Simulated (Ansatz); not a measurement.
# CH$_{6}$BClO: nudged elastic band

System: CH$_{6}$BClO.
Method: RKS revPBE/def2-SVP (Ansatz 0.2.0).

The run did not end well. One setting was made poor on purpose. It belongs to a series of runs on one base structure; here: band between the two ends.

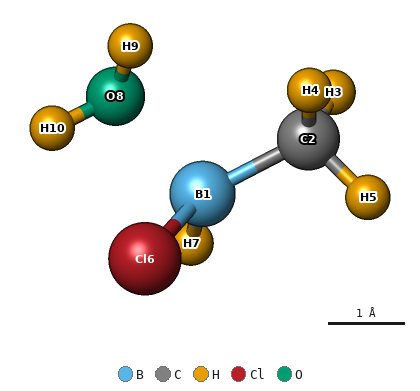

Fig. 1: The starting structure (ball-and-stick view, seen at a tilt; atoms are numbered from 1 in the order of the input). Bond lengths as drawn: B–C 1.60 Å, B–Cl 1.88 Å, B–H 1.22 Å, C–H 1.11 Å and H–O 0.98 Å.

### Input
```yaml
crystal:
  periodic: [false, false, false]
  atoms:
    - { symbol: B, position_ang: [0.007718, -0.182589, 0.353141] }
    - { symbol: C, position_ang: [-0.176384, 0.314246, 1.859519] }
    - { symbol: H, position_ang: [-1.237726, 0.279455, 2.188254] }
    - { symbol: H, position_ang: [0.440177, -0.243044, 2.600151] }
    - { symbol: H, position_ang: [0.141368, 1.376292, 1.930006] }
    - { symbol: Cl, position_ang: [1.78399, -0.401251, -0.214878] }
    - { symbol: H, position_ang: [-0.692393, 0.297755, -0.523574] }
    - { symbol: O, position_ang: [-0.532859, -1.839999, 0.346206] }
    - { symbol: H, position_ang: [-0.146942, -2.24878, 1.150879] }
    - { symbol: H, position_ang: [0.002448, -2.218483, -0.388004] }
basis:
  gaussian: { orbitals: def2-SVP }
hamiltonian:
  xc: revpbe
neb:
  order_check: false
  images: 5
  f_tol: 0.05
  max_iterations: 3
  final_atoms:
    - { symbol: B, position_ang: [0.38792555, -1.132468, -1.42001014] }
    - { symbol: C, position_ang: [-0.36919365, 0.30685024, 3.00825986] }
    - { symbol: H, position_ang: [-1.47378324, 0.22377304, 3.02727227] }
    - { symbol: H, position_ang: [0.04645051, -0.10172552, 3.94887726] }
    - { symbol: H, position_ang: [-0.08213723, 1.37183536, 2.91058599] }
    - { symbol: Cl, position_ang: [1.9644813, -1.17528796, -2.22965053] }
    - { symbol: H, position_ang: [-0.50745208, -0.46883139, -1.90679891] }
    - { symbol: O, position_ang: [0.24204093, -1.85434463, -0.27730453] }
    - { symbol: H, position_ang: [-0.6573847, -1.77332609, 0.08978229] }
    - { symbol: H, position_ang: [0.03844962, -0.26287306, 2.15068645] }
  initial_path:
    images:
      - { positions_ang: [[0.007718, -0.182589, 0.353141], [-0.176384, 0.314246, 1.859519], [-1.237726, 0.279455, 2.188254], [0.440177, -0.243044, 2.600151], [0.141368, 1.376292, 1.930006], [1.78399, -0.401251, -0.214878], [-0.692393, 0.297755, -0.523574], [-0.532859, -1.839999, 0.346206], [-0.146942, -2.24878, 1.150879], [0.002448, -2.218483, -0.388004]] }
      - { positions_ang: [[0.07836197, -0.17710029, 0.22350751], [-0.17635298, 0.264256, 1.8546183], [-1.24124522, 0.1706292, 2.1389752], [0.44413861, -0.32764886, 2.55924868], [0.10813292, 1.32587345, 1.98284319], [1.85006958, -0.39178777, -0.3408094], [-0.68370598, 0.12000841, -0.62474101], [-0.42478046, -1.777323, 0.46221236], [-0.26060603, -2.26917988, 0.76081901], [-0.10461541, -1.80412526, 0.28502616]] }
      - { positions_ang: [[0.14900595, -0.17161159, 0.09387402], [-0.17632195, 0.214266, 1.84971759], [-1.24476444, 0.0618034, 2.08969639], [0.44810022, -0.41225371, 2.51834636], [0.07489784, 1.2754549, 2.03568038], [1.91614915, -0.38232455, -0.46674079], [-0.67501897, -0.05773819, -0.72590801], [-0.31670192, -1.71464699, 0.57821872], [-0.37427006, -2.28957976, 0.37075903], [-0.21167882, -1.38976752, 0.95805631]] }
      - { positions_ang: [[0.21964992, -0.16612288, -0.03575946], [-0.17629093, 0.16427601, 1.84481689], [-1.24828365, -0.0470224, 2.04041759], [0.45206183, -0.49685857, 2.47744404], [0.04166276, 1.22503635, 2.08851757], [1.98222873, -0.37286132, -0.59267219], [-0.66633195, -0.23548478, -0.82707502], [-0.20862338, -1.65197099, 0.69422508], [-0.48793409, -2.30997964, -0.01930096], [-0.31874223, -0.97540978, 1.63108647]] }
      - { positions_ang: [[0.27574179, -0.48823792, -0.49717636], [-0.24059183, 0.21180075, 2.23263121], [-1.32345018, 0.04324275, 2.36936915], [0.31685806, -0.36514756, 2.96792178], [0.00039609, 1.27396935, 2.36254037], [1.97631292, -0.64033687, -1.13833164], [-0.61337199, -0.31326698, -1.18698298], [-0.05840195, -1.71942887, 0.37038187], [-0.54441763, -2.13109512, 0.01706012], [-0.19967828, -0.73789754, 1.80428646]] }
      - { positions_ang: [[0.33183367, -0.81035296, -0.95859325], [-0.30489274, 0.25932549, 2.62044553], [-1.39861671, 0.1335079, 2.69832071], [0.18165428, -0.23343654, 3.45839952], [-0.04087057, 1.32290236, 2.63656318], [1.97039711, -0.90781241, -1.68399109], [-0.56041204, -0.39104918, -1.54689095], [0.09181949, -1.78688675, 0.04653867], [-0.60090116, -1.95221061, 0.05342121], [-0.08061433, -0.5003853, 1.97748645]] }
      - { positions_ang: [[0.38792555, -1.132468, -1.42001014], [-0.36919365, 0.30685024, 3.00825986], [-1.47378324, 0.22377304, 3.02727227], [0.04645051, -0.10172552, 3.94887726], [-0.08213723, 1.37183536, 2.91058599], [1.9644813, -1.17528796, -2.22965053], [-0.50745208, -0.46883139, -1.90679891], [0.24204093, -1.85434463, -0.27730453], [-0.6573847, -1.77332609, 0.08978229], [0.03844962, -0.26287306, 2.15068645]] }
```

Run on 2 threads of Arm Neoverse V2, 24 GiB of memory available, shared host.

Command:
```bash
ansatz run input.yaml --threads 2 --pin off --max-ram 3072MiB --backend cpu --events-out ev --progress --plain --runs-dir out
```

### Output
```
Engine: ansatz 0.2.0, aarch64-unknown-linux-gnu
Functional definition: revPBE
  parameter kappa = 1.245
  parameter beta = 0.06672455060314922
  exchange = pbe_x(kappa = kappa, mu = beta*pi^2/3)
  correlation = pbe_c(beta = beta)
998 factors; their error is unknown
mean field evaluation 1: about -16363.1894 eV, gradient 6.2e1 eV
mean field evaluation 2: about -16349.5969 eV, gradient 9.6e1 eV
mean field evaluation 4: about -16371.8228 eV, gradient 6.2e0 eV
mean field evaluation 8: about -16371.9095 eV, gradient 1.1e-1 eV
mean field evaluation 16: about -16371.8725 eV, gradient 8.3e-5 eV
mean field -16371.87246434 eV, -601.6552158107 hartree, gradient 1.4e-5 eV, S^2 0.000000; 0 other end points of the search recorded, 0 dependent functions left out
the calculation of the forces begins
reference -16371.87250264 eV, -601.6552172183 hartree; 21, 21 occupied and 69, 69 virtual orbitals, 998 factors
998 factors; their error is unknown
mean field evaluation 32: about -16373.0262 eV, gradient 5.2e-4 eV
mean field -16373.02618261 eV, -601.6976141752 hartree, gradient 3.1e-5 eV, S^2 0.000000; 0 other end points of the search recorded, 0 dependent functions left out
[... from here on the field's lines of each further geometry are left out, up to the last ...]
NEB iter   1: max|band force component| = 3.927e2 eV/Å  barrier→ = 72.8596 eV  barrier← = 74.0133 eV  Δτ_max = 0.1946 Å  (185 SCF iters)
NEB iter   2: max|band force component| = 1.322e2 eV/Å  barrier→ = 27.8959 eV  barrier← = 29.0496 eV  Δτ_max = 0.2000 Å  (163 SCF iters)
the calculation of the forces begins
reference -16372.06510750 eV, -601.6622953163 hartree; 21, 21 occupied and 69, 69 virtual orbitals, 998 factors
these checks for a lower state are left out or cut short: starts, cluster_reference, orbital_swaps, neighbouring_geometries, increment
998 factors; their error is unknown
mean field evaluation 192: about -16372.9273 eV, gradient 5.5e-1 eV
mean field -16372.89427217 eV, -601.6927665558 hartree, gradient 9.1e-6 eV, S^2 0.000000; 0 other end points of the search recorded, 0 dependent functions left out
the calculation of the forces begins
reference -16372.89431580 eV, -601.6927681593 hartree; 21, 21 occupied and 69, 69 virtual orbitals, 998 factors
NEB iter   3: max|band force component| = 8.140e1 eV/Å  barrier→ = 15.3540 eV  barrier← = 16.5077 eV  Δτ_max = 0.2000 Å  (163 SCF iters)
```

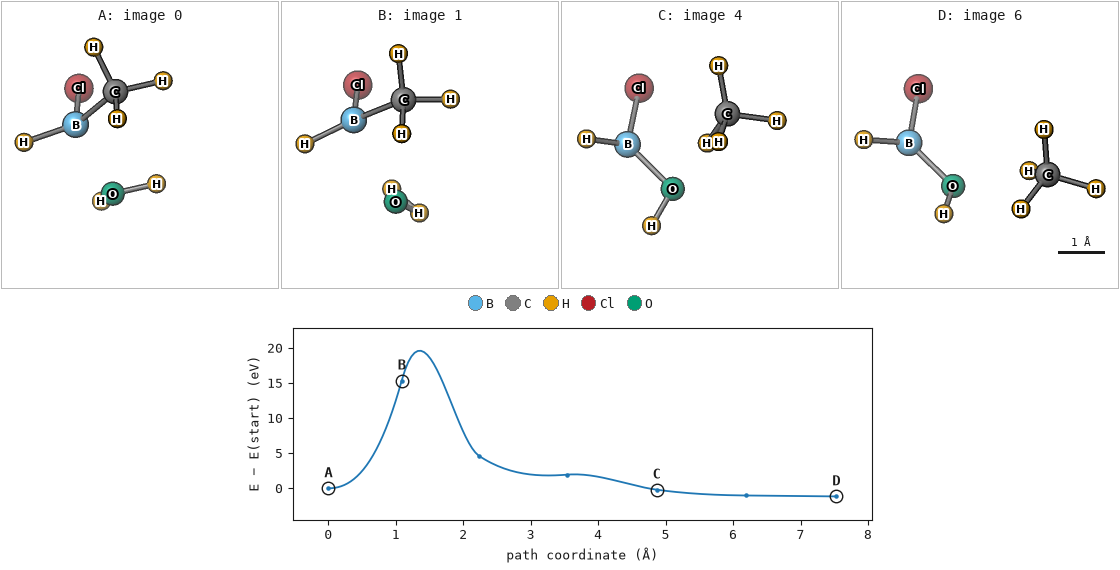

Fig. 2: Images of the last band (counted from 0; ball-and-stick, seen at a tilt) above the energy along the path; the line is a cubic interpolation that uses the forces. The highest image is number 1, 15.354 eV above the start and 16.508 eV above the end; the end lies 1.154 eV below the start. The path is 7.53 Å long. The band had not converged after 3 iterations.

```
Unfinished report: {"positions_ang":[[0.09888425511818208,-0.018690895349658412,0.25768985043240555],[-0.10254879492008771,0.3095360833133136,1.7766352973720914],[-1.1899421056864432,0.15191352617735576,2.001024189783551],[0.4208042420908376,-0.2866532871477248,2.5004141232423334],[0.14007333442878472,1.3446764120284784,2.117579539497926],[1.8547292016658177,-0.2696725788317916,-0.34350353676776446],[-0.6567714382328534,0.15078799626804418,-0.6623615975722333],[-0.613531191223176,-1.8745643562588574,0.5874199123597842],[-0.2775714608769339,-2.510972437740705,0.7493236365155864],[-0.08472904236412793,-1.8627584624584541,0.3174785851363204]],"unchecked":["starts","cluster_reference","orbital_swaps","neighbouring_geometries","increment"],"mean_field":{"relativity":"none","state":{"energy":{"ev":-16356.518510988977,"hartree":-601.0909684323985},"converged":true,"gradient_ev":0.000026462956559535305,"stability":{"kind":"minimum","curvature_ev":104.1627560542956},"curvature_floor_ev":0.00030000000000000003,"spin_squared":3.552713678800501e-14},"others":[],"fillings":{"estimated":0,"unestimated":0,"tried":0,"untried":0,"excluded_magnetic_sites":0},"n_dropped_functions":0,"n_trapped_functions":0,"passes":{"evaluations":5,"products":27},"factors":{"origin":"density fitting in generated functions","count":998,"bound_ev":null},"gradient_stop_ev":0.00009,"reference_kind":"stationary","functional":{"name":"revPBE","citations":["Zhang & Yang, Phys. Rev. Lett. 80, 890 (1998) doi:10.1103/PhysRevLett.80.890","Perdew, Burke & Ernzerhof, Phys. Rev. Lett. 77, 3865 (1996) doi:10.1103/PhysRevLett.77.3865"],"text":"name \"revPBE\"\ncite \"Zhang & Yang, Phys. Rev. Lett. 80, 890 (1998) doi:10.1103/PhysRevLett.80.890\"\ncite \"Perdew, Burke & Ernzerhof, Phys. Rev. Lett. 77, 3865 (1996) doi:10.1103/PhysRevLett.77.3865\"\nparameter kappa = 1.245\nparameter beta = 0.06672455060314922\nexchange = pbe_x(kappa = kappa, mu = beta*pi^2/3)\ncorrelation = pbe_c(beta = beta)\n","parameters":{"beta":{"value":0.06672455060314922,"default":0.06672455060314922},"kappa":{"value":1.245,"default":1.245}},"final_grid":{"core_spheres":13.0,"valence_spheres":11.0,"degree":36.0},"final_grid_parameter_source":"default","radial_points_factor":1.0,"radial_grid_error_ev":3.302647371798941e-7,"grid_sensitivity":"normal","grid_sensitivity_ratio":0.001870803151768979},"unsmoothed_excess_ev":-0.000036730980939494,"symmetry":{"irreps":["A"],"axes":[[0.9999831253532941,-0.005773858241197397,0.0006415369580038981],[0.005775380497795031,0.9999804498119603,-0.0023968675339560226],[-0.0006276852424717441,0.0024005322076990567,0.9999969217234402]],"occupied":[{"A":21},{"A":21}]},"density_repulsion":{"missed_ev":0.0000976530423070424,"excess_ev":0.00009280174541276455,"most_excess_ev":0.0005459999999999999,"are_drawn_again":false,"n_first_factors":998,"energy_change_ev":0.0,"n_dropped_ends":0},"direct_passes":"host"},"factors":{"origin":"density fitting in generated functions","count":998,"bound_ev":null},"n_frozen":0,"n_occupied":[21,21],"n_virtual":[69,69],"reference":{"ev":-16356.518510988977,"hartree":-601.0909684323985},"total":{"ev":-16356.518510988977,"hartree":-601.0909684323985},"forces_ev_per_angstrom":[[1.3012409049624347,1.0587952264794906,0.290602599686323],[-1.325375366384367,1.4384907773586644,0.1327881116308691],[0.2750390195762937,0.21455037292992926,0.012011977834092328],[0.8260874390614992,-0.9855866850556593,0.4635254003602568],[-0.053675303539358815,0.10156776263072728,-0.4758084629542881],[-0.8369451142939716,-0.19085941836519255,0.28144709378049454],[-0.19709899489664895,0.19857864225122038,-0.005184073648095496],[-85.04279242672601,17.911059573442465,32.082211490659446],[8.521851842381272,-28.277919366452632,10.998032382861634],[76.53166799986202,8.531323114782488,-43.77962652021881]],"charge_distribution":{"dipole_moment_e_ang":[-0.07596676309266769,-0.40414013577073493,0.21820597179392534],"mulliken_charges_e":[0.02917970758850963,-0.03783119352617614,0.0338033465277332,0.013038912106985157,0.035512978208519286,-0.1811822479408569,-0.009850685472852394,0.2135632017267426,0.058400743683946654,-0.15463476290254063],"lowdin_charges_e":[-0.39728354524244747,-0.01510487727093679,0.027949431896196808,0.004100698884982101,0.03224800739577338,0.21686716333195477,-0.0392612805482333,0.852014389406067,-0.13996972002718167,-0.541560267826187]},"n_threads":2,"memory_gib":2.556818182580173,"seconds":{"hamiltonian":1.134495881,"orbitals":0.0,"second_order":0.0,"solver_start":0.0,"cycles":0.0,"cycle":0.0,"perturbative":0.0,"full_ci_increment":0.0,"forces":0.0}}
this run last wrote the band of iteration 3 to [file]
Error: NEB band did not converge after 3 iterations: max|band force component| = 8.14e1 eV/Å (threshold 5.0e-2); raise `neb.max_iterations` in a new run, which can start from the last band evaluated (`neb.initial_path`, with `crystal.atoms` and `neb.final_atoms` set to its first and last images), add images, or start from endpoints closer to local minima. Where this run's directory can be resumed (`checkpoint.write`), a resume goes on for up to `neb.max_iterations` more; to start a new run from the last band, take its images' positions from the `neb_iteration` event of iteration 3 (`data.images[].positions_ang`), in the event stream of the run that computed that iteration (not this run's, if it was resumed behind it). With `checkpoint.write`, `steps/00-neb/state/checkpoint.json` in the run directory holds the last saved band, under `neb.evaluated.images[].positions_ang` (a band under a hybrid functional on support functions is neither saved nor resumed: `neb.initial_path` says where its path is): check the last entry of `neb.iterations` there, which is earlier than 3 if that iteration was not saved or its write failed. If the band's step has no `state` directory and holds `state.next`, a write was cut short, and the file is under `state.next` instead (behind a loss of power it can be under `state.prev`)
this run wrote the band of iteration 3 to [file] as well, whether or not its events were kept: a new run's `neb.initial_path` can list its `images[].positions_ang`
a run's events are kept only if it was started with --events-out <file>, and are in that file
```

### The last band as extended XYZ (Å, eV, eV/Å)
```
10
Properties=species:S:1:pos:R:3:forces:R:3 image=0 energy=-16371.87246
B     0.0077   -0.1826    0.3531    0.0018   0.0004   0.0109
C    -0.1764    0.3142    1.8595    0.0006   0.0040  -0.0027
H    -1.2377    0.2795    2.1883    0.0003  -0.0002  -0.0004
H     0.4402   -0.2430    2.6002   -0.0001  -0.0005  -0.0005
H     0.1414    1.3763    1.9300   -0.0004   0.0000   0.0012
Cl    1.7840   -0.4013   -0.2149   -0.0019  -0.0021  -0.0001
H    -0.6924    0.2978   -0.5236   -0.0025  -0.0059   0.0002
O    -0.5329   -1.8400    0.3462    0.0147  -0.0031  -0.0115
H    -0.1469   -2.2488    1.1509   -0.0035   0.0054  -0.0065
H     0.0024   -2.2185   -0.3880   -0.0091   0.0021   0.0094
10
Properties=species:S:1:pos:R:3:forces:R:3 image=1 energy=-16356.51847
B     0.0989   -0.0187    0.2577    1.3012   1.0588   0.2906
C    -0.1025    0.3095    1.7766   -1.3254   1.4385   0.1328
H    -1.1899    0.1519    2.0010    0.2750   0.2145   0.0120
H     0.4208   -0.2867    2.5004    0.8261  -0.9856   0.4635
H     0.1401    1.3447    2.1176   -0.0537   0.1016  -0.4758
Cl    1.8547   -0.2697   -0.3435   -0.8369  -0.1909   0.2814
H    -0.6568    0.1508   -0.6624   -0.1971   0.1986  -0.0052
O    -0.6135   -1.8746    0.5874  -85.0428  17.9111  32.0822
H    -0.2776   -2.5110    0.7493    8.5219 -28.2779  10.9980
H    -0.0847   -1.8628    0.3175   76.5317   8.5313 -43.7796
10
Properties=species:S:1:pos:R:3:forces:R:3 image=2 energy=-16367.26660
B     0.0846   -0.1092    0.1928    1.0881   0.2489  -1.8803
C    -0.1689    0.1746    1.6811   -0.7691   2.1766   2.5364
H    -1.2406    0.2659    2.0716    0.7562  -0.3084  -0.7078
H     0.3534   -0.5216    2.3827    0.1846   0.4530   0.0922
H     0.2342    1.2045    1.8571    0.1697  -0.3198   0.1356
Cl    1.8675   -0.1913   -0.3243   -0.5774   0.0697   0.0952
H    -0.7046    0.1981   -0.6316   -0.3323   0.3395  -0.6586
O    -0.4057   -1.8808    0.5600  -11.0645   7.2115 -10.9241
H    -0.2424   -2.6167    0.3872    5.1109 -19.1912  -4.2032
H    -0.1880   -1.3899    1.1249    5.4339   9.3203  15.5146
10
Properties=species:S:1:pos:R:3:forces:R:3 image=3 energy=-16369.92184
B     0.2354   -0.4792    0.0725   -0.0415   1.2995   0.1652
C    -0.1618    0.2053    1.8435   -0.4485  -0.7041   0.5380
H    -1.2594    0.0749    2.0912    0.2919   0.2720  -0.2450
H     0.3500   -0.2967    2.7300    0.0553   0.2087  -0.3465
H     0.0232    1.2669    2.0788    0.3505   0.1797  -0.6461
Cl    1.8968   -0.3067   -0.6797    0.1203   0.2171   0.4653
H    -0.6088   -0.1560   -0.7553   -0.1645   0.4712   0.3993
O    -0.0463   -1.8624    0.5477    1.1431  -0.8957   0.9079
H    -0.6178   -2.2253   -0.1224   -1.0803  -0.8434  -0.3194
H    -0.2218   -1.0872    1.4953   -0.2263  -0.2050  -0.9187
10
Properties=species:S:1:pos:R:3:forces:R:3 image=4 energy=-16372.06507
B     0.2849   -0.8279   -0.6435    0.6045  -0.1854   0.9279
C    -0.2289    0.1818    2.2780   -0.9578  -1.3244   1.5967
H    -1.3206    0.1094    2.5039    0.0766   0.2821   0.1360
H     0.2675   -0.2944    3.1572   -0.0090   0.4130   0.1425
H     0.0427    1.2419    2.2323    0.3786   0.0995  -0.6999
Cl    1.9806   -0.3864   -0.9546   -0.3242  -0.0289  -0.0170
H    -0.6102   -0.1589   -1.0885   -0.1581  -0.0620  -0.5025
O     0.0486   -1.8341    0.2927    0.2172  -0.7801  -2.1796
H    -0.7743   -2.2804    0.0032   -0.1665   0.0682   0.4999
H    -0.1010   -0.6174    1.5210    0.3387   1.5181   0.0961
10
Properties=species:S:1:pos:R:3:forces:R:3 image=5 energy=-16372.89427
B     0.3717   -0.9321   -0.9808    0.2049  -0.9331  -0.2569
C    -0.3097    0.2260    2.6383   -0.4454  -0.4153   0.7120
H    -1.4114    0.1586    2.7594    0.0346   0.1012   0.0531
H     0.1577   -0.2063    3.5466   -0.0226   0.1396   0.0584
H    -0.0186    1.2829    2.5410    0.1641   0.0536  -0.2784
Cl    2.0114   -0.7542   -1.6336   -0.0727   0.1838   0.1070
H    -0.5598   -0.3428   -1.4705   -0.0455   0.4004   0.0178
O     0.1746   -1.9265   -0.0577   -0.8777   0.4080  -0.0209
H    -0.7977   -1.9404    0.1500    0.8186  -0.1597  -0.0211
H    -0.0288   -0.4316    1.8088    0.2416   0.2215  -0.3710
10
Properties=species:S:1:pos:R:3:forces:R:3 image=6 energy=-16373.02618
B     0.3879   -1.1325   -1.4200    0.0079   0.0061  -0.0246
C    -0.3692    0.3069    3.0083   -0.0046   0.0043  -0.0209
H    -1.4738    0.2238    3.0273    0.0225   0.0022  -0.0008
H     0.0465   -0.1017    3.9489   -0.0005  -0.0014   0.0014
H    -0.0821    1.3718    2.9106   -0.0074  -0.0200   0.0007
Cl    1.9645   -1.1753   -2.2297   -0.0177  -0.0013   0.0129
H    -0.5075   -0.4688   -1.9068    0.0023  -0.0002   0.0024
O     0.2420   -1.8543   -0.2773    0.0068  -0.0072   0.0148
H    -0.6574   -1.7733    0.0898    0.0004   0.0029  -0.0062
H     0.0384   -0.2629    2.1507   -0.0098   0.0145   0.0202
```

### Outcome

```json
{"quantity": "outcome", "value": "not converged"}
{"quantity": "barrier, forward (band not converged)", "value": "15.354 eV"}
{"quantity": "barrier, backward", "value": "16.508 eV"}
{"quantity": "wall time", "value": "20 s (CPU time 37 s)"}
{"quantity": "peak memory", "value": "0.12 GiB"}
```

### Diagnosis

The run did not converge: “NEB band did not converge after 3 iterations: max|band force component| = 8.14e1 eV/Å (threshold 5.0e-2); raise `neb.max_iterations` in a new run, which can start from the last band evaluated (`neb.initial_path`, with `crystal.atoms` and `neb.final_atoms` set to its first and last images), add images, or start from endpoints closer to local minima …” Its last values are not results. A deliberately poor setting: few iterations.
